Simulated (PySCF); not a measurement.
# SiH2Cl2 (dichlorosilane (DCS)): r2SCAN/STO-6G

Aim: the vertical ionisation energy of SiH2Cl2 (dichlorosilane (DCS)) at r2SCAN/STO-6G, from 2 runs. The job is set up through a Python script.

Program for the calculation: PySCF 2.14.0.

11 further runs of the same task are left out: 11 set aside as unsound or not needed.

**1. Starting point**

SiH2Cl2 has 5 atoms, charge 0, and is taken as a singlet. SMILES: `Cl[SiH2]Cl`. Geometry: relaxed at PBE0-D4/def2-TZVP.

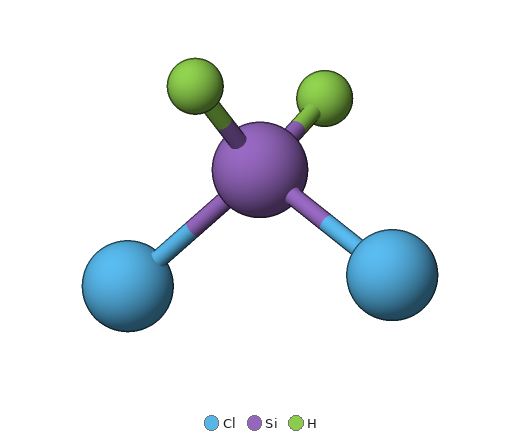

The structure, seen from a chosen angle (chlorine blue, silicon purple, hydrogen green).

**2. The energy at r2SCAN/STO-6G**

calc.py reads:

```python
from pyscf import gto, dft

mol = gto.Mole()
mol.atom = '''
Cl      -1.036100      -0.393400       1.609300
Si       0.136800      -0.071700      -0.028900
Cl      -0.799200       1.196800      -1.324000
H        0.352000      -1.362200      -0.711200
H        1.396500       0.556600       0.413400
'''
mol.charge = 0
mol.verbose = 3
mol.basis = 'sto-6g'
mol.max_memory = 1860
mol.build()

mf = dft.RKS(mol)
mf.xc = 'r2scan'
mf.grids.level = 5
mf.conv_tol = 1e-10
mf.kernel()
if not mf.converged:
    mf = mf.newton().run(mf.mo_coeff, mf.mo_occ)

e_tot = mf.e_tot
print(f'total energy: {e_tot:.8f} hartree')
```

The run is started by

```bash
OMP_NUM_THREADS=1 python calc.py
```

What it wrote:

```text
converged SCF energy = -1206.94534008336
total energy: -1206.94534008 hartree
```

Wall time 5.7 s (1 thread of Arm Neoverse V2, shared host); peak memory 0.24 GiB.

**3. The doublet cation**

job.py reads:

```python
from pyscf import gto, dft

system = gto.Mole()
system.atom = [
    ('Cl', (-1.036100, -0.393400, 1.609300)),
    ('Si', (0.136800, -0.071700, -0.028900)),
    ('Cl', (-0.799200, 1.196800, -1.324000)),
    ('H', (0.352000, -1.362200, -0.711200)),
    ('H', (1.396500, 0.556600, 0.413400)),
]
system.charge = 1
system.basis = 'sto-6g'
system.verbose = 3
system.max_memory = 1860
system.spin = 1
system.build()

mf = dft.UKS(system, xc='r2scan')
mf.conv_tol = 1e-10
mf.grids.level = 5
mf.kernel()
if not mf.converged:
    mf = mf.newton().run(mf.mo_coeff, mf.mo_occ)

e_final = mf.e_tot
print('Final energy', e_final)
```

The run is started by

```bash
OMP_NUM_THREADS=1 python job.py
```

What it wrote:

```text
converged SCF energy = -1206.58432947953  <S^2> = 0.75288558  2S+1 = 2.0028835
Final energy -1206.5843294795256
```

Wall time 13 s (1 thread of Arm Neoverse V2, shared host); peak memory 0.26 GiB.

**4. Results**

Level: r2SCAN/STO-6G.

| quantity | value |
| --- | --- |
| singlet SiH2Cl2: total energy | -1206.94534 Eh |
| singlet SiH2Cl2: dipole moment | 2.58 D |
| singlet SiH2Cl2: HOMO energy | -6.14 eV |
| singlet SiH2Cl2: LUMO energy | 2.37 eV |
| singlet SiH2Cl2: HOMO–LUMO gap | 8.51 eV |
| doublet cation: total energy | -1206.58433 Eh |
| doublet cation: HOMO energy (highest over α and β) | -13.85 eV |
| doublet cation: LUMO energy (lowest over α and β) | -13.44 eV |
| doublet cation: ⟨S²⟩ | 0.753 |
| vertical ionisation energy (to the doublet cation) | 9.824 eV |

**Reading.** Removing an electron at fixed nuclei costs 9.82 eV (227 kcal/mol). The negative HOMO energy of the first species, 6.14 eV, lies 3.68 eV below that difference. In a minimal basis such a difference can be off by several eV, whatever the method. Mulliken charges (doublet cation) run from +0.03 on Cl3 to +0.83 on Si2.
